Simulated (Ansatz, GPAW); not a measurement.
**BiAs (model structure): optical spectrum from first principles**

Aim: the dielectric function of BiAs (model structure), and the optical constants that follow from it. The structure is a model built here, which may or may not match a known phase. It was built so: All Sb replaced by Bi in the R-3m structure of SbAs. The cell is first relaxed with Ansatz.

Method: DFT, revPBE, plane-wave PAW (GPAW data sets), scalar-relativistic, RPA, optical limit, in GPAW 26.7.0.

### 1. The structure

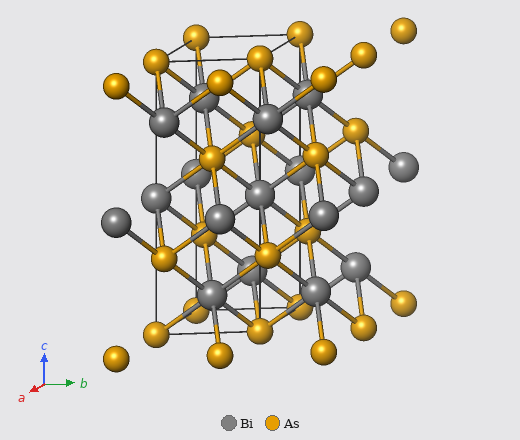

Start, viewed slightly off an axis; bismuth grey, arsenic orange. 2×2×1 cells are drawn. This picture shows the conventional cell, with its axes. Bonds to atoms that aren't drawn are left out. Some periodic images of atoms are drawn too.

### 2. Relaxation

Spectra hang on bond lengths, so the cell is first brought to its minimum.

This step: DFT, revPBE, plane-wave PAW, default files, scalar-relativistic, relaxation (Ansatz 0.2.0).

Input file input.yaml:

```yaml
crystal:
  lattice:
    - [2.07594099, 1.19854509, 3.7257438]
    - [-2.07594099, 1.19854509, 3.7257438]
    - [0.0, -2.39709018, 3.7257438]
  atoms:
    - { symbol: Bi, position: [0.5, 0.5, 0.5] }
    - { symbol: As, position: [0.0, 0.0, 0.0] }
kpoints:
  mp_grid: { grid: [7, 7, 7] }
scf:
  occupations: { method: fermi_dirac, width: 0.05 }
hamiltonian:
  xc: revpbe
output:
  forces: true
  stress: true
relax:
  f_tol: 0.02
  max_steps: 50
  cell: {}
```

The run is started by

```bash
ansatz run input.yaml --threads 1 --pin off --max-ram 4096MiB --backend cpu --events-out ev --progress --plain --runs-dir out
```

Numbers of over 12 decimals in the logs are rounded to 6 here.

The log of the run:

```text
Engine: ansatz 0.2.0, aarch64-unknown-linux-gnu
Pseudopotentials: kind: paw
Pseudopotential: Bi, paw, valence charge 15, recommended cutoff 420 eV (normal), Bi.paw.azcp
Pseudopotential: As, paw, valence charge 15, recommended cutoff 420 eV (normal), As.paw.azcp
Functional definition: revPBE
  parameter kappa = 1.245
  parameter beta = 0.066725
  exchange = pbe_x(kappa = kappa, mu = beta*pi^2/3)
  correlation = pbe_c(beta = beta)
Crystal: 2 atoms, lattice volume = 55.620 Å³
Basis set: ecut = 420 eV, 1087 PW (Γ), exchange–correlation on 60×60×60 points (8 copies of the dense FFT grid, shifted against one another)
Bands: 19, of which v1, the nominal top of the filled ones, is band 15 counted from 1 (14 counted from 0)
Symmetry: 12 space group operations
Space group: R-3m (ITA 166), of the structure as read, at distance tolerance 3.8e-5 Å
k-points: 44 of 343
Non-local potential: Bi, projectors of the file, l = 0: 2, l = 1: 2, l = 2: 2, l = 3: 2
Non-local potential: As, projectors of the file, l = 0: 2, l = 1: 2, l = 2: 3, l = 3: 1
PAW form: soft (Blöchl's): semilocal exchange-correlation on the pseudo side does not see the compensation charge
PAW frozen core: Bi, regenerated for the run's functional, and the local potential with it (the file was generated under x = pbe(κ = 0.804, μ = 0.219515), c = pbe(β = 0.066725))
PAW frozen core: As, regenerated for the run's functional, and the local potential with it (the file was generated under x = pbe(κ = 0.804, μ = 0.219515), c = pbe(β = 0.066725))
PAW one-centre angular grid: Bi, 590 points (default); XC on 64 Gauss nodes
PAW one-centre angular grid: As, 590 points (default); XC on 64 Gauss nodes
Initial density: superposition of atomic densities (neutral atoms: chi_scale 0, normalization atom), corrected by the library's trained network
Initial wavefunctions: pseudopotential atomic-orbital guess
Functional: x = revpbe(κ = 1.245, μ = 0.219515), c = pbe(β = 0.066725)
SCF iter   1: F=—  HF=-17267.857148 eV  |F-HF|=—  |Δ(HF+E_count)|=         —  Δρ=1.84e-3  dr2=1.76e-3  ethr=1.77e-3  ⟨swp⟩=6.2  Hψ=4026  notcnv=0
preconditioner: auto → Kerker (q_TF=auto, 2.462 Å⁻¹)  [metal: Δε(μ)=0.086 eV  Ē_g=9.256 eV  σ=0.050 eV  W_gap=0.40  n_scr=14 (ndim 8)  ℏωp=15.7 eV  f_vac=0.000  D(μ)=0.72/eV (n_scr^D=0)]
SCF iter   2: F=—  HF=-17267.855911 eV  |F-HF|=—  |Δ(HF+E_count)|=   1.24e-3  Δρ=7.96e-4  dr2=3.49e-4  ethr=5.86e-6  ⟨swp⟩=2.0  Hψ=1797  notcnv=0
SCF iter   3: F=—  HF=-17267.855915 eV  |F-HF|=—  |Δ(HF+E_count)|=   4.08e-6  Δρ=3.70e-4  dr2=8.75e-5  ethr=1.16e-6  ⟨swp⟩=2.0  Hψ=1056  notcnv=0
SCF iter   4: F=—  HF=-17267.855926 eV  |F-HF|=—  |Δ(HF+E_count)|=   1.16e-5  Δρ=8.78e-5  dr2=3.54e-6  ethr=2.92e-7  ⟨swp⟩=2.0  Hψ=1003  notcnv=0
SCF iter   5: F=—  HF=-17267.855931 eV  |F-HF|=—  |Δ(HF+E_count)|=   4.29e-6  Δρ=4.17e-5  dr2=1.00e-6  ethr=1.18e-8  ⟨swp⟩=2.2  Hψ=1103  notcnv=0
SCF iter   6: F=-17267.855932 eV  HF=-17267.855932 eV  |F-HF|=7.74e-8  |Δ(HF+E_count)|=   1.54e-6  Δρ=1.19e-5  dr2=9.26e-8  ethr=3.33e-10  ⟨swp⟩=3.9  Hψ=3469  notcnv=0
SCF 1 converged in 6 iterations: F = -17267.855932 eV  dr2 = 9.26e-8
  greatest PAW one-centre occupation: 0.999 electrons in one spin orbital (limit 2), on the As atom at site 1 (counted from 0), in its partial waves of l = 2
relax step   1: F+E_penalty+E_count = -17267.85593240 eV  Δ(F+E_penalty+E_count) = +0.000e0 eV  max|allowed force component| = 8.625e-29 eV/Å  Δτ_max = 0.0000 Å  P = +0.007 GPa  Ω = 55.620 Å³  (6 SCF iters, dr2 threshold 1.00e-7 eV, accepted)
Crystal: 2 atoms, lattice volume = 55.840 Å³
Basis set: ecut = 420 eV, 1079 PW (Γ), exchange–correlation on 60×60×60 points (8 copies of the dense FFT grid, shifted against one another)
Initial density: handed on by an earlier stage of this run
Initial wavefunctions: those handed on with the density
iter 1 solved again at ethr=8.27e-6 eV; its pass at ethr=3.10e-3 eV (dr2=2.48e-3 eV) is discarded
SCF iter   1: F=—  HF=-17267.908299 eV  |F-HF|=—  |Δ(HF+E_count)|=         —  Δρ=1.71e-3  dr2=2.67e-3  ethr=8.27e-6  ⟨swp⟩=2.7  Hψ=6062  notcnv=0
preconditioner: auto → none  [insulator: Δε(μ)=0.418 eV  Ē_g=9.275 eV  σ=0.050 eV  W_gap=0.97  n_scr=14 (ndim 8)  ℏωp=15.7 eV  f_vac=0.002  D(μ)=0.03/eV (n_scr^D=0)  ε∞_Penn≈3.9]
SCF iter   2: F=—  HF=-17267.907776 eV  |F-HF|=—  |Δ(HF+E_count)|=   5.22e-4  Δρ=7.53e-4  dr2=4.59e-4  ethr=8.27e-6  ⟨swp⟩=1.5  Hψ=871  notcnv=0
SCF iter   3: F=—  HF=-17267.907764 eV  |F-HF|=—  |Δ(HF+E_count)|=   1.23e-5  Δρ=1.67e-4  dr2=1.66e-5  ethr=1.53e-6  ⟨swp⟩=2.0  Hψ=1038  notcnv=0
SCF iter   4: F=—  HF=-17267.907759 eV  |F-HF|=—  |Δ(HF+E_count)|=   4.62e-6  Δρ=2.76e-5  dr2=4.82e-7  ethr=5.52e-8  ⟨swp⟩=2.6  Hψ=1426  notcnv=0
iter 5 did not close the SCF: its close was put off for the readings that it lacked (scf_convergence_deferred on its scf_iter line)
SCF iter   5: F=-17267.907760 eV  HF=-17267.907760 eV  |F-HF|=2.04e-9  |Δ(HF+E_count)|=   4.57e-8  Δρ=1.00e-5  dr2=4.46e-8  ethr=1.61e-9  ⟨swp⟩=2.0  Hψ=1496  notcnv=0
SCF iter   6: F=-17267.907760 eV  HF=-17267.907760 eV  |F-HF|=4.08e-9  |Δ(HF+E_count)|=   4.23e-8  Δρ=2.72e-6  dr2=3.61e-9  ethr=1.49e-10  ⟨swp⟩=3.0  Hψ=3655  notcnv=0
SCF 2 converged in 6 iterations: F = -17267.907760 eV  dr2 = 3.61e-9
relax step   2: F+E_penalty+E_count = -17267.90775955 eV  Δ(F+E_penalty+E_count) = -5.183e-2 eV  max|allowed force component| = 1.709e-29 eV/Å  Δτ_max = 0.0000 Å  P = -0.056 GPa  Ω = 55.840 Å³  energy of the carried Pulay correction = -3.590e-5 eV  (6 SCF iters, dr2 threshold 2.00e-7 eV, accepted)
Crystal: 2 atoms, lattice volume = 55.703 Å³
Basis set: ecut = 420 eV, 1067 PW (Γ), exchange–correlation on 60×60×60 points (8 copies of the dense FFT grid, shifted against one another)
iter 1 solved again at ethr=6.05e-7 eV; its pass at ethr=3.10e-3 eV (dr2=1.82e-4 eV) is discarded
SCF iter   1: F=—  HF=-17267.909171 eV  |F-HF|=—  |Δ(HF+E_count)|=         —  Δρ=4.60e-4  dr2=1.83e-4  ethr=6.05e-7  ⟨swp⟩=3.1  Hψ=6452  notcnv=0
preconditioner: auto → none  [insulator: Δε(μ)=0.420 eV  Ē_g=9.286 eV  σ=0.050 eV  W_gap=0.97  n_scr=14 (ndim 8)  ℏωp=15.7 eV  f_vac=0.002  D(μ)=0.02/eV (n_scr^D=0)  ε∞_Penn≈3.9]
SCF iter   2: F=—  HF=-17267.909158 eV  |F-HF|=—  |Δ(HF+E_count)|=   1.24e-5  Δρ=2.10e-4  dr2=2.41e-5  ethr=6.05e-7  ⟨swp⟩=1.9  Hψ=921  notcnv=0
SCF iter   3: F=—  HF=-17267.909169 eV  |F-HF|=—  |Δ(HF+E_count)|=   1.02e-5  Δρ=5.16e-5  dr2=9.58e-7  ethr=8.04e-8  ⟨swp⟩=2.0  Hψ=1054  notcnv=0
SCF iter   4: F=—  HF=-17267.909170 eV  |F-HF|=—  |Δ(HF+E_count)|=   1.14e-6  Δρ=8.50e-6  dr2=3.07e-8  ethr=3.19e-9  ⟨swp⟩=2.0  Hψ=1496  notcnv=0
iter 5 did not close the SCF: its close was put off for the readings that it lacked (scf_convergence_deferred on its scf_iter line)
SCF iter   5: F=-17267.909170 eV  HF=-17267.909170 eV  |F-HF|=2.43e-9  |Δ(HF+E_count)|=   9.83e-8  Δρ=3.00e-6  dr2=2.74e-9  ethr=1.02e-10  ⟨swp⟩=3.0  Hψ=1648  notcnv=0
SCF iter   6: F=-17267.909170 eV  HF=-17267.909170 eV  |F-HF|=3.38e-10  |Δ(HF+E_count)|=  3.93e-10  Δρ=5.97e-7  dr2=1.66e-10  ethr=9.14e-12  ⟨swp⟩=2.1  Hψ=3153  notcnv=0
SCF 3 converged in 6 iterations: F = -17267.909170 eV  dr2 = 1.66e-10
relax step   3: F+E_penalty+E_count = -17267.90916957 eV  Δ(F+E_penalty+E_count) = -1.410e-3 eV  max|allowed force component| = 3.340e-29 eV/Å  Δτ_max = 0.0000 Å  P = +0.093 GPa  Ω = 55.703 Å³  energy of the carried Pulay correction = -1.052e-5 eV  (6 SCF iters, dr2 threshold 2.00e-7 eV, accepted)
[...]
relax step   4: F+E_penalty+E_count = -17267.90987866 eV  Δ(F+E_penalty+E_count) = -7.091e-4 eV  max|allowed force component| = 8.283e-30 eV/Å  Δτ_max = 0.0000 Å  P = -0.003 GPa  Ω = 55.792 Å³  energy of the carried Pulay correction = -2.667e-5 eV  (6 SCF iters, dr2 threshold 2.00e-7 eV, accepted)
Initial wavefunctions: pseudopotential atomic-orbital guess (no wavefunctions were taken with the density)
iter 1 solved again at ethr=1.44e-7 eV; its pass at ethr=3.10e-3 eV (dr2=4.32e-5 eV) is discarded
SCF iter   1: F=—  HF=-17267.909286 eV  |F-HF|=—  |Δ(HF+E_count)|=         —  Δρ=2.93e-4  dr2=1.29e-6  ethr=1.44e-7  ⟨swp⟩=3.8  Hψ=6207  notcnv=0
preconditioner: auto → none  [insulator: Δε(μ)=0.476 eV  Ē_g=9.279 eV  σ=0.050 eV  W_gap=0.98  n_scr=14 (ndim 8)  ℏωp=15.7 eV  f_vac=0.002  D(μ)=0.02/eV (n_scr^D=0)  ε∞_Penn≈3.9]
SCF iter   2: F=—  HF=-17267.909786 eV  |F-HF|=—  |Δ(HF+E_count)|=   5.00e-4  Δρ=1.46e-4  dr2=3.12e-7  ethr=4.29e-9  ⟨swp⟩=2.1  Hψ=1132  notcnv=0
SCF iter   3: F=—  HF=-17267.909958 eV  |F-HF|=—  |Δ(HF+E_count)|=   1.72e-4  Δρ=5.76e-6  dr2=4.18e-9  ethr=1.04e-9  ⟨swp⟩=2.0  Hψ=1074  notcnv=0
SCF iter   4: F=—  HF=-17267.909958 eV  |F-HF|=—  |Δ(HF+E_count)|=   2.15e-7  Δρ=7.83e-7  dr2=7.09e-11  ethr=1.39e-11  ⟨swp⟩=2.0  Hψ=1368  notcnv=0
iter 5 did not close the SCF: its close was put off for the readings that it lacked (scf_convergence_deferred on its scf_iter line)
SCF iter   5: F=-17267.909958 eV  HF=-17267.909958 eV  |F-HF|=4.00e-11  |Δ(HF+E_count)|=   2.80e-9  Δρ=1.63e-7  dr2=4.97e-12  ethr=1.00e-12  ⟨swp⟩=2.5  Hψ=1396  notcnv=0
SCF iter   6: F=-17267.909958 eV  HF=-17267.909958 eV  |F-HF|=3.64e-12  |Δ(HF+E_count)|=  4.37e-11  Δρ=3.50e-8  dr2=2.71e-13  ethr=1.00e-12  ⟨swp⟩=5.0  Hψ=3920  notcnv=0
SCF 5 converged in 6 iterations: F = -17267.909958 eV  dr2 = 2.71e-13
relax step   5: F+E_penalty+E_count = -17267.90995803 eV  Δ(F+E_penalty+E_count) = -7.937e-5 eV  max|allowed force component| = 3.287e-31 eV/Å  Δτ_max = 0.0000 Å  P = -0.004 GPa  Ω = 55.792 Å³  stress off target by 2.50e-2 GPa  SCF on the basis re-selected at this cell (its energy is not comparable with the rows above)  (6 SCF iters)
basis re-selected at this cell: Δ(F+E_penalty+E_count) = -7.937e-5 eV, ΔP = -0.001 GPa vs the last step (what re-selecting the basis moved, of the pressure what is left beyond the Pulay correction that the steps carried, after the strain that the cell walked since its last selection, with what the two solves' SCF thresholds leave and, on support functions, any second-order correction that the steps lacked; it is no m [...]
SCF converged after 6 iterations
Free energy (F): -17267.909958 eV
Harris-Foulkes:  -17267.909958 eV  (|F-HF|=3.64e-12)
Internal energy: -17267.909633 eV  (E = F + TS)
E sigma→0 (E₀):  -17267.909796 eV
Entropy (-TS):   -0.000325 eV (-0.162 meV/atom)
Fermi energy:    10.246595 eV
--- Per-component energies (eV) ---
  E_band       = -333.623868
  E_kinetic    = 402.895429
  E_local      = -3219.888159  (includes V_loc(G=0)·N_el)
  E_nonlocal   = -111.123616
  E_hartree    = 1434.424052
  E_xc         = -230.354053
  E_vxc        = -222.751836  (∫ρ·V_xc dr)
  E_paw        = -12512.694590  (= ΣΔE_a)
  E_vpaw       = -51.603396  (= ΣTr[D̂ρ^β])
  E_aug_tail   = -0.000415  (compensation charges beyond the density's cutoff)
  E_ewald      = -3031.041022
  E_core_change = -0.127259  (= ΣΔE_core)
  E_smearing   = -0.000325  (= −TS)
  E_closure    = 0.000000  (closes the sum)
  Σ components = -17267.909958   (vs F -17267.909958, Δ=0.00e0)
--- Forces (eV/Å), atoms counted from 1 ---
  atom   1  Bi    -0.00000000     0.00000000     0.00000000
  atom   2  As     0.00000000     0.00000000     0.00000000
  max |Σ_I F_I| component: 6.57e-31 eV/Å
--- Stress (GPa, compression-positive) ---
       -0.018115      -0.000000       0.000000
       -0.000000      -0.018115       0.000000
        0.000000       0.000000       0.025015
  P = ⅓ Tr σ = -0.0037 GPa (-0.037 kbar)
--- Relaxed structure (4 steps of the walk, 4 accepted, 1 SCFs on fresh bases) ---
  F+E_penalty+E_count = -17267.90995803 eV   max|allowed force component| = 3.287e-31 eV/Å   (the final SCF, on the basis selected at the relaxed cell)
  cell:  # Å, volume = 55.7920 Å³
    - [2.145051, 1.238446, 3.500308]
    - [-2.145051, 1.238446, 3.500308]
    - [0, -2.476892, 3.500308]
  atoms:
    - { symbol: Bi, position: [0.5, 0.5, 0.500000] }
    - { symbol: As, position: [0, 0, 0] }
```

Wall time 9.6 s (1 thread of Arm Neoverse V2, shared host); peak memory 0.36 GiB.

Relaxation path:

| step | energy less that of the first step (eV) | largest force component (eV/Å) | pressure (GPa) | volume (Å³) |
| --- | --- | --- | --- | --- |
| 1 | 0.0000 | 0.0000 | 0.01 | 55.62 |
| 2 | -0.0518 | 0.0000 | -0.06 | 55.84 |
| 3 | -0.0532 | 0.0000 | 0.09 | 55.70 |
| 4 | -0.0539 | 0.0000 | 0.00 | 55.79 |
| 5* | -0.0540 | 0.0000 | 0.00 | 55.79 |

Relaxation steps marked * repeat the geometry before them on a plane-wave basis chosen anew for their cell, so energy and pressure can jump there.

The run keeps the 12 symmetry operations that it works with, so distortions that break them were not tested.

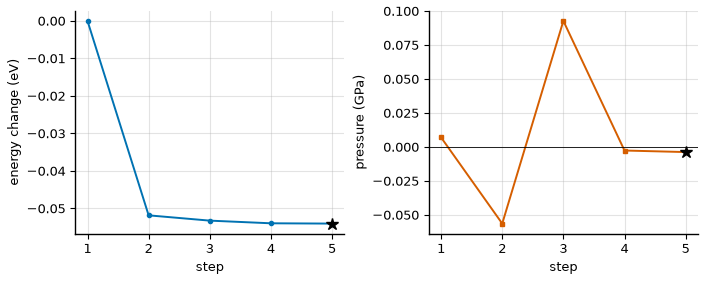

Energy and pressure along the relaxation. Stars mark steps on a basis chosen anew.

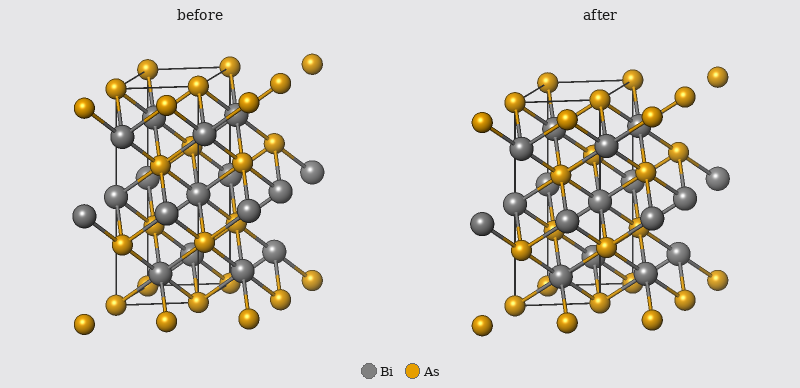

The structure before and after the relaxation, drawn at the same scale. Bonds to atoms that aren't drawn are left out.

| cell as run | before | after | change |
| --- | --- | --- | --- |
| a (Å) | 4.430 | 4.288 | -3.2 % |
| b (Å) | 4.430 | 4.288 | -3.2 % |
| c (Å) | 4.430 | 4.288 | -3.2 % |
| α (°) | 55.88 | 60.03 | +7.4 % |
| β (°) | 55.88 | 60.03 | +7.4 % |
| γ (°) | 55.88 | 60.03 | +7.4 % |
| volume (Å³/atom) | 27.81 | 27.90 | +0.3 % |

Final coordinates:

```
Bi As
1.0
     2.14505    1.23845    3.50031
    -2.14505    1.23845    3.50031
     0.00000   -2.47689    3.50031
Bi As
1 1
Direct
  0.50000 0.50000 0.50000
  0.00000 0.00000 0.00000
```

The relaxation ends with a pressure of 0.00 GPa.

[end of part 1 of 2]

[Machine, clock and banner lines and Python warnings are left out of the logs.]

[Logs are printed without paths, hosts, clocks, repeated set-up lines and the standing remarks that a program may print on its own settings, such as how far it seeks lower states.]

[Hosts, paths, dates, database ids (printed as entryN), source tags and the programs' standing remarks are cut or masked in the printed files.]
